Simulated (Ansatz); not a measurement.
# Ta4O: symmetry broken, then relaxed

The task, for Ta4O: break the symmetry and see whether a relaxation comes back.

Program: Ansatz 0.2.0. Level of theory: DFT PBEsol, scalar-relativistic, plane waves, PAW. These are calculated values, not measurements.

2 further runs of the same task are left out: 2 set aside as unsound or not needed. Runs told in other sessions of the task aren't counted.

## Step 1: The structure to begin with

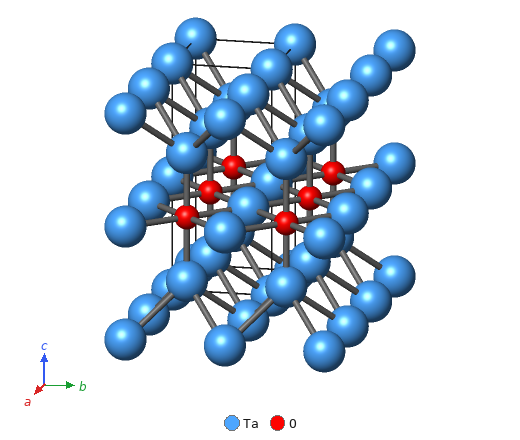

The starting structure, seen slightly off an axis (tantalum blue, oxygen red). 3×2×1 cells are drawn. Atoms on the faces are drawn again on the opposite ones.

As a file:

```
Ta O
1.0
     3.21094    0.00000    0.00000
     0.00000    3.21094    0.00000
     0.00000    0.00000    7.34198
Ta O
4 1
Cartesian
  0.0000 0.0000 3.6710
  1.6055 1.6055 5.7472
  1.6055 1.6055 1.5948
  0.0000 0.0000 0.0000
  1.6055 1.6055 3.6710
```

It goes back to an entry of the Materials Project, which need not be the stable form.

It is the result of an earlier relaxation at this level (volume 15.14 Å³/atom; gap on the mesh: none (metal)).

## Step 2: The reference cell

The reference gives a free energy of -39787.4680 eV, pressure 0.06 GPa, largest force 0.002 eV/Å and gap on the mesh none (metal). It was computed beforehand with the settings of the runs below.

## Step 3: The disturbance

All Ta atoms moved 0.2 Å in one direction. Displacements in the unstrained cell, with the mean shift removed:

```tsv
atom	ux (Å)	uy (Å)	uz (Å)
Ta1	0.009	0.014	-0.036
Ta2	0.009	0.014	-0.036
Ta3	0.009	0.014	-0.036
Ta4	0.009	0.014	-0.036
O5	-0.035	-0.056	0.146
```

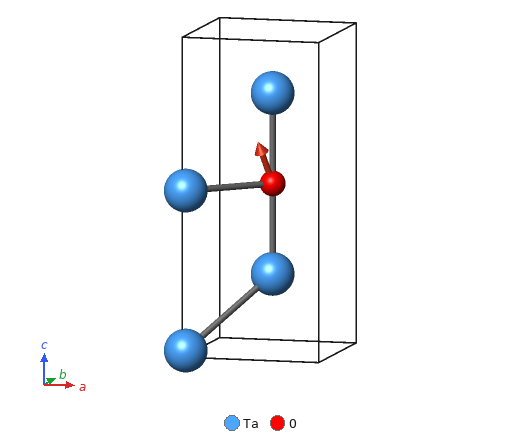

The displacements as arrows, enlarged. Each atom of the cell is drawn once.

## Step 4: Single point of the disturbed structure

Input file input.yaml:

```yaml
crystal:
  lattice:
    - [3.2109380121, 0.0, 0.0]
    - [0.0, 3.2109380121, 0.0]
    - [0.0, 0.0, 7.3419833842]
  atoms:
    - { symbol: Ta, position: [0.0027495903, 0.0043393972, 0.4950366964] }
    - { symbol: Ta, position: [0.5027495903, 0.5043393972, 0.7778199006] }
    - { symbol: Ta, position: [0.5027495903, 0.5043393972, 0.2122534922] }
    - { symbol: Ta, position: [0.0027495903, 0.0043393972, -0.0049633036] }
    - { symbol: O, position: [0.4890016389, 0.4826424113, 0.5198532146] }
basis:
  ecutwfc: 420
kpoints:
  mp_grid: { grid: [10, 10, 6] }
hamiltonian:
  xc: pbesol
scf:
  occupations: { method: gaussian, width: 0.15 }
output:
  forces: true
  stress: true
  eigenvalues: true
```

Run with:

```bash
ansatz run input.yaml --threads 2 --pin off --max-ram 5120MiB --backend cpu --events-out ev --progress --plain --runs-dir out
```

Log, cut to the lines that bear on the results:

```text
Warning: RAYON_NUM_THREADS=2 ignored (pool sized by the plan → 2); use --threads N
[...]
Pseudopotentials: kind: paw
Pseudopotential: Ta, paw, valence charge 13, recommended cutoff 420 eV (normal), Ta.paw.azcp
Pseudopotential: O, paw, valence charge 6, recommended cutoff 420 eV (normal), O.paw.azcp
Functional definition: PBEsol
[...]
Crystal: 5 atoms, lattice volume = 75.697 Å³
Basis set: ecut = 420 eV, 1481 PW (Γ), exchange–correlation on 48×48×100 points (8 copies of the dense FFT grid, shifted against one another)
Bands: 35, of which v1, the nominal top of the filled ones, is band 29 counted from 1 (28 counted from 0)
Symmetry: 1 space group operations
Space group: P1 (ITA 1), of the structure as read, at distance tolerance 4.2e-5 Å
k-points: 304 of 600 (time reversal used)
[...]
SCF iter   1: F=—  HF=-39787.172072 eV  |F-HF|=—  |Δ(HF+E_count)|=         —  Δρ=1.76e-2  dr2=6.75e-1  ethr=1.77e-3  ⟨swp⟩=4.3  Hψ=41591  notcnv=0
[...]
SCF iter   8: F=-39787.091405 eV  HF=-39787.091405 eV  |F-HF|=2.08e-8  |Δ(HF+E_count)|=   5.02e-8  Δρ=3.80e-6  dr2=2.48e-8  ethr=1.72e-10  ⟨swp⟩=9.0  Hψ=40408  notcnv=0
[...]
SCF converged after 8 iterations
Free energy (F): -39787.091405 eV
[...]
E sigma→0 (E₀):  -39787.081057 eV
Entropy (-TS):   -0.020695 eV (-4.139 meV/atom)
Fermi energy:    19.434511 eV
[...]
--- Forces (eV/Å), atoms counted from 1 ---
  atom   1  Ta    -0.14545242    -0.22265458    -0.06302029
  atom   2  Ta     0.02944296     0.04592491     2.88992319
  atom   3  Ta    -0.03791388    -0.06050069     1.19259938
  atom   4  Ta     0.04486102     0.07062650     0.22737260
  atom   5  O      0.10906482     0.16660811    -4.24664535
[...]
--- Stress (GPa, compression-positive) ---
        1.180654       0.408280       0.451879
        0.408280       1.202834       0.709810
        0.451879       0.709810       6.951696
  P = ⅓ Tr σ = 3.1117 GPa (31.117 kbar)
--- Band table (eV; the first three rows and the last of 304) ---
[...]
```

It took 16 s on 2 threads of Intel Xeon 6975P-C (Granite Rapids), shared host; peak memory 0.81 GiB.

## Step 5: Relaxation of the disturbed structure

Edit input.yaml of step 4 so:

```diff
@@ -23 +23,5 @@
   eigenvalues: true
+relax:
+  adjacent_minimum: "off"
+  f_tol: 0.01
+  max_steps: 80
```

Run with:

```bash
ansatz run input.yaml --threads 2 --pin off --max-ram 5120MiB --backend cpu --events-out ev --progress --plain --runs-dir out
```

Log, cut to the lines that bear on the results:

```text
Warning: output.stress: scf.convergence.dr2_threshold = 1e-7 eV (the SCF's general default) is looser than the 5e-10 eV advised for a printed stress (1e-10 eV for each atom of the cell: 5). What an SCF threshold leaves in a stress goes as its square root, and in the free energy as the [...]
Warning: RAYON_NUM_THREADS=2 ignored (pool sized by the plan → 2); use --threads N
[...]
[... 4 set-up lines as earlier in the session ...]
[...]
Crystal: 5 atoms, lattice volume = 75.697 Å³
Basis set: ecut = 420 eV, 1481 PW (Γ), exchange–correlation on 48×48×100 points (8 copies of the dense FFT grid, shifted against one another)
Bands: 35, of which v1, the nominal top of the filled ones, is band 29 counted from 1 (28 counted from 0)
[... 2 set-up lines as earlier in the session ...]
[...]
  atom   1  Ta    -0.00056260    -0.00104771     0.00019536
  atom   2  Ta    -0.00000675     0.00020538     0.00881120
  atom   3  Ta    -0.00007717     0.00016339    -0.00978795
  atom   4  Ta    -0.00008259    -0.00018981     0.00072655
  atom   5  O      0.00073974     0.00088433     0.00002239
[...]
--- Stress (GPa, compression-positive) ---
        0.041145       0.000008      -0.000098
        0.000008       0.041144      -0.000060
       -0.000098      -0.000060       0.114915
  P = ⅓ Tr σ = 0.0657 GPa (0.657 kbar)
--- Band table (eV; the first three rows and the last of 304) ---
[...]
--- Relaxed structure (5 steps of the walk, 5 accepted, 0 SCFs on fresh bases) ---
  F+E_penalty+E_count = -39787.46798214 eV   max|allowed force component| = 9.781e-3 eV/Å
  atoms:
    - { symbol: Ta, position: [7.254775356784708e-6, 2.1669190916296697e-5, 0.4999979434132453] }
    - { symbol: Ta, position: [0.500014787875049, 0.5000103266002413, 0.7827197594500156] }
    - { symbol: Ta, position: [0.5000175001145738, 0.5000119484273228, 0.21728519428482537] }
    - { symbol: Ta, position: [2.3870714254124196e-5, 2.000070444819971e-5, -4.7249587507618716e-6] }
    - { symbol: O, position: [0.49993658662076607, 0.4999360551770711, 0.5000018280106643] }
```

Run time: 78 s. Hardware: 2 threads of Intel Xeon 6975P-C (Granite Rapids), shared host; peak memory 0.86 GiB.

Step by step:

```csv
step,energy from step 1 (eV/cell),largest force component (eV/Å)
1,0.0000,4.2470
2,-0.2602,1.3226
3,-0.3755,0.1498
4,-0.3766,0.0099
5,-0.3766,0.0098
```

Step 1 is the start.

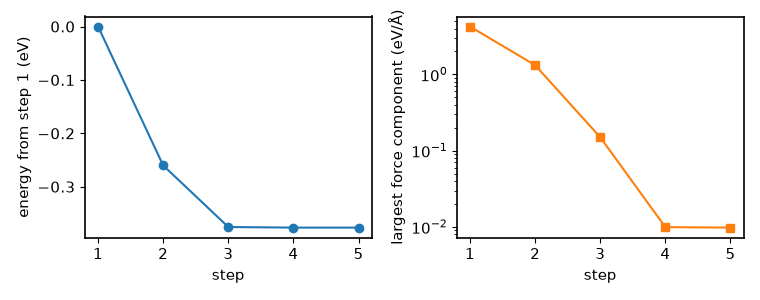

Energy and largest force along the relaxation.

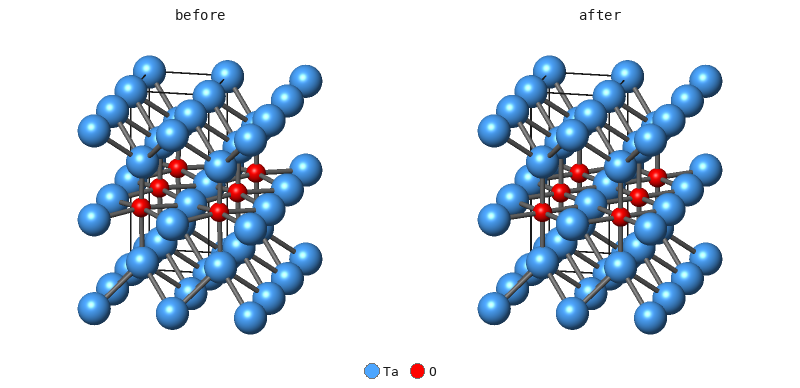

The structure before (left) and after (right) the relaxation, drawn at the same scale.

## Step 6: Summary of results

| quantity | value |
| --- | --- |
| cost of the disturbance | 75.3 meV/atom |
| end of the relaxation, from the reference | +0.0 meV/atom |
| final space group | P4/mmm (tolerance 0.05 Å; reference P4/mmm) |

What this shows: The relaxation returns to the undisturbed structure, within 1.5 meV/atom: a sign of a true local minimum against this disturbance. The runs treat Ta without spin-orbit coupling.
